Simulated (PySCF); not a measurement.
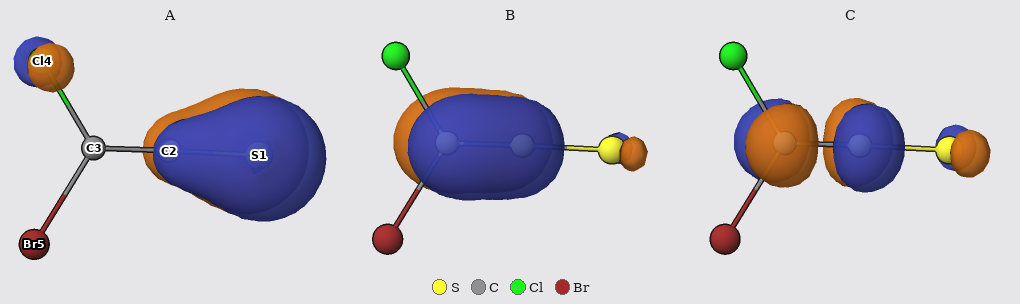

Figure. C2BrClS, SMILES `S=C=C(Cl)Br`. Natural orbitals of the π active space, CASSCF(4,3), singlet state, in random order.

Computed with PySCF, def2-SVP basis, geometry: GFN2-xTB. No frequency check shows the geometry to be a minimum. GFN2-xTB bond lengths at metals and heavier atoms can be off by up to 0.1 Å and shapes distorted, which carries into these values.

Input script:

```python
import numpy as np
from pyscf import gto, scf, dft, mcscf, mrpt
from pyscf.mcscf import avas

def solve(mol, dm0=None, hcore=None):
    mf = scf.ROHF(mol) if mol.spin else scf.RHF(mol)
    mf = mf.density_fit(auxbasis='def2-universal-jkfit')
    mf.conv_tol, mf.max_cycle = 1e-8, 80
    if hcore is not None:
        mf.get_hcore = lambda *args: hcore
    mf.kernel(dm0)
    if not mf.converged:
        mf = mf.newton().run(mf.mo_coeff, mf.mo_occ, max_cycle=30)
    assert mf.converged, 'SCF not converged'
    return mf

mol = gto.M(atom='''
S     -2.75305     0.65084     0.00000
C     -1.31831     0.05783     0.00000
C     -0.10497    -0.41697     0.00000
Cl     0.25666    -2.11131     0.00000
Br     1.37787     0.78953     0.00000
''', basis='def2-svp', charge=0, spin=0, verbose=4)
mf = solve(mol)
ncas, nel, orbs = avas.avas(mf, ['C 2pz', 'S 3pz'], threshold=0.5, openshell_option=3)
print('active space', nel, ncas)
assert 2 <= ncas <= 10, 'active space too large or empty'
mc = mcscf.CASSCF(mf, ncas, nel)
mc.natorb, mc.max_cycle_macro = True, 60
mc.fix_spin_(ss=mol.spin / 2 * (mol.spin / 2 + 1))
mc.kernel(orbs)
occ = mc.mo_occ[mc.ncore:mc.ncore + ncas]
print('natural occupations', occ.round(4))
e2 = mrpt.NEVPT(mc).kernel()
out = dict(c=mc.mo_coeff[:, mc.ncore:mc.ncore + ncas], occ=occ, e=mc.e_tot, e2=e2, ehf=mf.e_tot, ok=mc.converged, nel=nel, w0=abs(mc.ci).max() ** 2, dm=mc.make_rdm1())
# the other spin state at the same geometry
other = mol.copy().set(spin=2).build()
mo = scf.ROHF(other).density_fit(auxbasis='def2-universal-jkfit').run()
na = (nel + other.spin) // 2
m2 = mcscf.CASSCF(mo, ncas, (na, nel - na))
m2.natorb = True
m2.fix_spin_(ss=other.spin / 2 * (other.spin / 2 + 1))
m2.kernel(mc.mo_coeff)
e2o = mrpt.NEVPT(m2).kernel()
print('other state above this one / eV: CASSCF', (m2.e_tot - mc.e_tot) * 27.211386, 'NEVPT2', (m2.e_tot + e2o - mc.e_tot - e2) * 27.211386)
np.savez('result.npz', eo=m2.e_tot, e2o=e2o, oko=m2.converged, occo=m2.mo_occ[mc.ncore:mc.ncore + ncas], co=m2.mo_coeff[:, mc.ncore:mc.ncore + ncas], **out)
```

Run with:

```sh
OMP_NUM_THREADS=1 python input.py
```

The run took 3.7 min on 1 thread of Arm Neoverse V2, on a shared host, peak memory 0.26 GiB.

> Which orbitals are strongly, which singly and which weakly occupied?

Strongly: A (2.00), B (1.93). Weakly: C (0.07). Broadly, orbitals with more nodes between bonded atoms hold fewer electrons.

> How multiconfigurational is the state?

The leading determinant weighs 0.96; the effective number of unpaired electrons, Σ n²(2−n)², is 0.04; the most occupied of the weakly occupied orbitals holds 0.07 e, as in an ordinary closed-shell π system. The active space lowers the energy by 0.69 eV against Hartree–Fock.

> Where does the lowest triplet lie relative to the singlet, at this geometry and within this active space?

4.21 eV above it by strongly contracted NEVPT2 (+4.42 eV by CASSCF); a small basis tends to put such gaps a few tenths of an eV too high. This is a vertical energy for π states alone; a state that uses lone pairs or σ orbitals may lie lower.
